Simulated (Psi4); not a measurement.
# UMP2/may-cc-pVTZ (density fitting, density fitting for correlation, sweep point 7) run of CH6ClSi2 (SMILES C[Si]([SiH3])Cl)

What is the vertical ionisation energy of CH6ClSi2 at UMP2/may-cc-pVTZ (density fitting, density fitting for correlation, sweep point 7)? 

The calculation is run with Psi4 1.11.

### 1 The molecule

The species is CH6ClSi2 (10 atoms), meant as a doublet with charge 0. SMILES: `C[Si]([SiH3])Cl`. The coordinates come from a PBE0-D4/def2-TZVP relaxation.

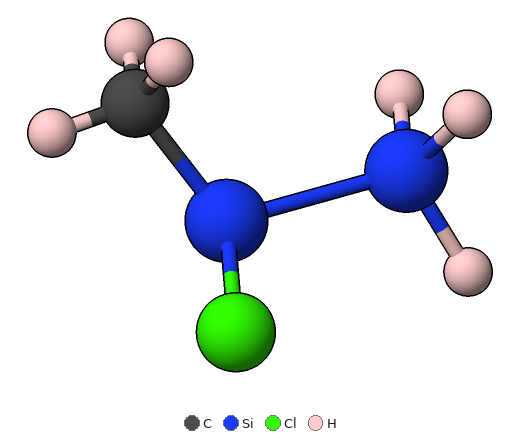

The structure, seen from a chosen angle (carbon dark grey, silicon blue, chlorine green, hydrogen pink).

### 2 A single-point energy at UMP2/may-cc-pVTZ (density fitting, density fitting for correlation, sweep point 7)

File run.py:

```python
import psi4

psi4.set_memory(1600000000)
psi4.set_num_threads(1)
psi4.set_output_file('ch6clsi2.out', False)

geom = psi4.geometry("""
0 2
C     -0.817600     1.375900    -0.759000
Si    -0.393400    -0.447400    -0.745400
Si     1.253500    -1.073900     0.791400
Cl    -2.123100    -1.512600    -0.330000
H      0.078700     1.966200    -0.965000
H     -1.223500     1.680800     0.209700
H     -1.561600     1.592100    -1.528300
H      1.490500    -2.535600     0.676400
H      0.871400    -0.750900     2.195100
H      2.508200    -0.345800     0.457800
units angstrom
symmetry c1
""")

psi4.set_options(dict(basis='may-cc-pVTZ', reference='uhf', puream=True, scf_type='df', num_frozen_docc=16, maxiter=100))

e, wfn = psi4.energy('mp2', molecule=geom, return_wfn=True)
print('E =', round(e, 9))
```

The run is started by

```console
$ python run.py
```

ch6clsi2.out:

```text
[...]
  Running in c1 symmetry.
[...]
  Nuclear repulsion =  257.389575034731365
[...]
  Multiplicity = 2
[...]
  Nalpha       = 29
  Nbeta        = 28
[...]
    Number of basis functions: 232
[...]
   @DF-UHF iter   1: -1078.68833510807212   -6.25345e-01   1.81381e-03 DIIS/ADIIS
[...]
   @DF-UHF iter  14: -1078.81354180729295   -4.04725e-11   5.24023e-09 DIIS
[...]
   @S^2 Observed:                7.587114125E-01
[...]
    Orbital Energies [Eh]
    ---------------------
    Alpha Occupied:
       1A   -104.824826     2A    -68.817324     3A    -68.781435
       4A    -11.226072     5A    -10.551146     6A     -8.018249
       7A     -8.016776     8A     -8.016245     9A     -6.163527
      10A     -6.131018    11A     -4.275381    12A     -4.266575
      13A     -4.265253    14A     -4.237516    15A     -4.236705
      16A     -4.236346    17A     -1.094515    18A     -0.964030
      19A     -0.748172    20A     -0.651125    21A     -0.580901
      22A     -0.578505    23A     -0.512595    24A     -0.498490
      25A     -0.489819    26A     -0.481086    27A     -0.475563
      28A     -0.411438    29A     -0.318280
    Alpha Virtual:
[...]
  @DF-UHF Final Energy: -1078.81354180729295
   => Energetics <=
    Nuclear Repulsion Energy =            257.3895750347313651
    One-Electron Energy =               -2005.1581682179730706
    Two-Electron Energy =                 668.9550513759485284
    Total Energy =                      -1078.8135418072929497
  UHF NO Occupations:
  HONO-2 :   27  A 1.9996086
  HONO-1 :   28  A 1.9965111
[...]
 Multipole Moments:
 ------------------------------------------------------------------------------------
     Multipole            Electronic (a.u.)      Nuclear  (a.u.)        Total (a.u.)
 ------------------------------------------------------------------------------------
 L = 1.  Multiply by 2.5417464519 to convert [e a0] to [Debye]
 Dipole X            :         -6.0776611            6.5122383            0.4345772
 Dipole Y            :         -5.5992956            6.2305692            0.6312736
 Dipole Z            :         -2.1527124            2.0819092           -0.0708032
 Magnitude           :                                                    0.7696602
[...]
```

Standard output:

```text
E = -1079.406311356
```

It took 14 s on 1 thread of AMD EPYC 7R43 (Zen 3), shared host; peak memory 0.61 GiB.

### 3 The singlet cation

File ch6clsi2.py:

```python
import psi4

psi4.set_memory(1600000000)
psi4.set_num_threads(1)
psi4.set_output_file('psi4.out', False)

geom = psi4.geometry("""
1 1
C     -0.817600     1.375900    -0.759000
Si    -0.393400    -0.447400    -0.745400
Si     1.253500    -1.073900     0.791400
Cl    -2.123100    -1.512600    -0.330000
H      0.078700     1.966200    -0.965000
H     -1.223500     1.680800     0.209700
H     -1.561600     1.592100    -1.528300
H      1.490500    -2.535600     0.676400
H      0.871400    -0.750900     2.195100
H      2.508200    -0.345800     0.457800
symmetry c1
""")

psi4.set_options({
    'basis': 'may-cc-pVTZ',
    'puream': True,
    'scf_type': 'df',
    'num_frozen_docc': 16,
})

energy_value, wavefunction = psi4.energy("mp2", return_wfn=True)
print('E =', round(energy_value, 9))
```

The run is started by

```console
$ python ch6clsi2.py
```

psi4.out:

```text
[...]
  Running in c1 symmetry.
[...]
  Nuclear repulsion =  257.389575034731365
[...]
  Multiplicity = 1
[...]
  Nalpha       = 28
  Nbeta        = 28
[...]
    Number of basis functions: 232
[...]
   @DF-RHF iter   1: -1078.40317101803089   -3.40181e-01   1.82489e-03 ADIIS/DIIS
[...]
   @DF-RHF iter  12: -1078.53511127540855   -6.95763e-11   7.90351e-09 DIIS
[...]
    Orbital Energies [Eh]
    ---------------------
    Doubly Occupied:
       1A   -105.038962     2A    -69.090896     3A    -68.975421
       4A    -11.422764     5A    -10.762845     6A     -8.229039
       7A     -8.227978     8A     -8.227601     9A     -6.431625
      10A     -6.324265    11A     -4.536922    12A     -4.534956
      13A     -4.534009    14A     -4.430732    15A     -4.429507
      16A     -4.429456    17A     -1.295222    18A     -1.156211
      19A     -0.934104    20A     -0.835996    21A     -0.767535
      22A     -0.763914    23A     -0.708614    24A     -0.678940
      25A     -0.674373    26A     -0.658939    27A     -0.656634
      28A     -0.607973
[...]
  @DF-RHF Final Energy: -1078.53511127540855
   => Energetics <=
    Nuclear Repulsion Energy =            257.3895750347313651
    One-Electron Energy =               -1993.1185077036896018
    Two-Electron Energy =                 657.1938213935497970
    Total Energy =                      -1078.5351112754085534
[...]
 Multipole Moments:
 ------------------------------------------------------------------------------------
     Multipole            Electronic (a.u.)      Nuclear  (a.u.)        Total (a.u.)
 ------------------------------------------------------------------------------------
 L = 1.  Multiply by 2.5417464519 to convert [e a0] to [Debye]
 Dipole X            :         -5.5937235            6.5122383            0.9185148
 Dipole Y            :         -5.3190227            6.2305692            0.9115464
 Dipole Z            :         -2.7485874            2.0819092           -0.6666782
 Magnitude           :                                                    1.4556944
[...]
```

The script printed:

```text
E = -1079.121839582
```

It took 9.9 s on 1 thread of AMD EPYC 7R43 (Zen 3), shared host; peak memory 0.6 GiB.

### 4 Summary of results

At UMP2/may-cc-pVTZ (density fitting, density fitting for correlation, sweep point 7), 16 core orbitals frozen:

| quantity | value |
| --- | --- |
| doublet CH6ClSi2: total energy | -1079.40631 Eh |
| doublet CH6ClSi2: HOMO energy (Hartree–Fock orbitals) (highest over α and β) | -8.66 eV |
| doublet CH6ClSi2: LUMO energy (Hartree–Fock orbitals) (lowest over α and β) | 0.75 eV |
| doublet CH6ClSi2: correlation energy (16 core orbitals frozen) | -592.8 mEh |
| doublet CH6ClSi2: ⟨S²⟩ of the reference determinant | 0.759 |
| singlet cation: total energy | -1079.12184 Eh |
| singlet cation: HOMO energy (Hartree–Fock orbitals) | -16.54 eV |
| singlet cation: LUMO energy (Hartree–Fock orbitals) | -6.44 eV |
| singlet cation: HOMO–LUMO gap (Hartree–Fock orbitals) | 10.11 eV |
| singlet cation: correlation energy (16 core orbitals frozen) | -586.7 mEh |
| vertical ionisation energy (to the singlet cation) | 7.741 eV |

In words: Removing an electron at fixed nuclei costs 7.74 eV (179 kcal/mol). Only the singlet of the ionised species was computed; a triplet could lie lower.
